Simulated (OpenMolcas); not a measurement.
# SiH3Br (SMILES [SiH3]Br) at S12h/ANO-R3 (DKH1, RICD fitting)

Aim: the vertical singlet–triplet gap of SiH3Br at S12h/ANO-R3 (DKH1, RICD fitting), from 2 runs. 

Program for the calculation: OpenMolcas 26.06.

2 further runs of the same task are left out: 1 that didn't finish, 1 set aside as unsound or not needed.

## (1) The molecule

The species is SiH3Br (5 atoms), meant as a singlet with charge 0. As SMILES, `[SiH3]Br`. The coordinates come from a GFN2-xTB relaxation.

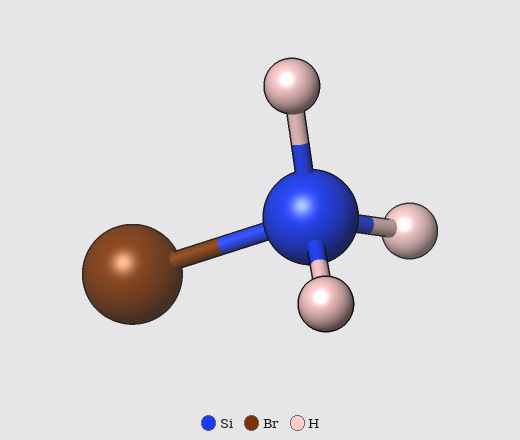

Viewed from a chosen angle; silicon blue, bromine brown, hydrogen pink.

## (2) Energy and gradient at S12h/ANO-R3 (DKH1, RICD fitting)

File input.xyz:

```xyz
5

Si    -0.186320     0.071160    -0.055980
Br     1.806000    -0.687960     0.530930
H     -1.032420    -0.114970     1.111800
H     -0.597350    -0.739010    -1.190580
H      0.010090     1.470790    -0.396170
```

File job.input:

```
>>> EXPORT MOLCAS_PRINT=2

&GATEWAY
 COORD
 input.xyz
 BASIS
 ANO-R3
 GROUP
 NoSym
 RICD

&SEWARD
 RELATIVISTIC
 R01O00
 EXPERT

&SCF
 KSDFT
 S12H
 PRORBITALS
 0

&ALASKA
```

Launch:

```sh
export MOLCAS_MEM=1860
pymolcas job.input > job.log
```

The log of the run:

```text
--- Start Module: gateway ---
[...]
--- Stop Module: gateway /rc=_RC_ALL_IS_WELL_ ---
[...]
 ###    WARNING:  EXPERT option is ON!                                       ###
 ###############################################################################
               SEWARD will generate:
[...]
      Basis functions          202
[...]
--- Start Module: scf ---
[...]
       Convergence after  10 Iterations
[...]
::    Total KS-DFT energy                           -2905.3157031843
[...]
      Total spin, S                                     0.0000000000
[...]
      Total electronic charge=   52.000000
      Total            charge=   -0.000000
[...]
      Dipole Moment (debye):
      Origin of the operator (angstrom)=    1.2344   -0.4702    0.3626
                   X= -1.3733E+00               Y=  5.2369E-01               Z= -4.0896E-01           Total=  1.5256E+00
      Quadrupole Moment (debye*angstrom):
[...]
--- Stop Module: scf /rc=_RC_ALL_IS_WELL_ ---
[...]
--- Start Module: alaska ---
[...]
 *              Molecular gradients               *
 **************************************************
  Irreducible representation: a
 ------------------------------------------------------------------------------------------
                              X                       Y                       Z
 ------------------------------------------------------------------------------------------
  SI1              -1.25640360938988E-02    4.82397545206048E-03   -4.09404471869301E-03
  BR2              -5.51629210339044E-03    2.02376065213805E-03   -1.49863480136325E-03
  H3                8.94326577183779E-03   -4.41836719146438E-04   -5.51626885765000E-03
  H4                6.35190692892085E-03    3.23131661844833E-03    7.88048881802617E-03
  H5                2.78515549554570E-03   -9.63721600323009E-03    3.22845956092799E-03
 ------------------------------------------------------------------------------------------
--- Stop Module: alaska /rc=_RC_ALL_IS_WELL_ ---
[...]
```

Wall time 2.3 min (1 thread of AMD EPYC 7R43 (Zen 3), shared host); peak memory 1.3 GiB.

## (3) The triplet, same level

input.xyz is that of step 2.

File job.inp:

```
&GATEWAY
 Coord=input.xyz
 Basis=ANO-R3
 Group=NoSym
 RICD

&SEWARD
 Relativistic=R01O00
 Expert

&SCF
 UHF
 Spin=3
 KSDFT=S12H
 PrOrbitals=0

&ALASKA
```

Launch:

```sh
export MOLCAS_MEM=1860
pymolcas job.inp > job.log
```

The log of the run:

```text
--- Start Module: gateway ---
[...]
--- Stop Module: gateway /rc=_RC_ALL_IS_WELL_ ---
[...]
 ###    WARNING:  EXPERT option is ON!                                       ###
 ###############################################################################
               SEWARD will generate:
[...]
      Basis functions          202
[...]
--- Start Module: scf ---
[...]
       Convergence after  33 Iterations
[...]
::    Total KS-DFT energy                           -2905.0855564523
[...]
      Total spin, S                                     1.0019706065
[...]
      Total electronic charge=   52.000000
      Total            charge=   -0.000000
[...]
      Dipole Moment (debye):
      Origin of the operator (angstrom)=    1.2344   -0.4702    0.3626
                   X=  1.6549E+00               Y= -7.0129E-01               Z=  7.2748E-01           Total=  1.9390E+00
      Quadrupole Moment (debye*angstrom):
[...]
--- Stop Module: scf /rc=_RC_ALL_IS_WELL_ ---
[...]
--- Start Module: alaska ---
[...]
 *              Molecular gradients               *
 **************************************************
  Irreducible representation: a
 ------------------------------------------------------------------------------------------
                              X                       Y                       Z
 ------------------------------------------------------------------------------------------
  SI1               7.54269250240398E-02   -3.35382176067078E-02    3.84699510018791E-02
  BR2              -8.68905012508634E-02    3.39402662997550E-02   -2.85829256168695E-02
  H3                7.73070566998868E-03    3.04779815703732E-03   -1.50536908589292E-02
  H4                4.54957157755365E-03    7.82073344511724E-03    6.01108596035971E-03
  H5               -8.16701021955635E-04   -1.12705802950517E-02   -8.44420485953234E-04
 ------------------------------------------------------------------------------------------
--- Stop Module: alaska /rc=_RC_ALL_IS_WELL_ ---
[...]
```

It took 5.6 min on 1 thread of AMD EPYC 7R43 (Zen 3), shared host; peak memory 1.3 GiB.

## (4) Summary of results

Level: S12h/ANO-R3 (DKH1, RICD fitting).

| quantity | value |
| --- | --- |
| singlet: total energy | -2905.31570 Eh |
| singlet: dipole moment | 1.53 D |
| singlet: HOMO energy | -8.34 eV |
| singlet: LUMO energy | -0.36 eV |
| singlet: HOMO–LUMO gap | 7.98 eV |
| singlet: largest force on an atom | 0.723 eV/Å |
| triplet: total energy | -2905.08556 Eh |
| triplet: dipole moment | 1.94 D |
| triplet: HOMO energy (highest over α and β) | -2.52 eV |
| triplet: ⟨S²⟩ | 2.006 |
| triplet: largest force on an atom | 5.017 eV/Å |
| vertical energy of the triplet above the singlet | 6.263 eV |

What this shows: At this shape the triplet lies 6.26 eV (144 kcal/mol) above the singlet. The largest force (singlet) is 0.72 eV/Å: the shape isn't a stationary point for this species at this level. Mulliken charges (singlet) run from -0.21 on Br2 to +0.40 on Si1; they depend strongly on the basis.
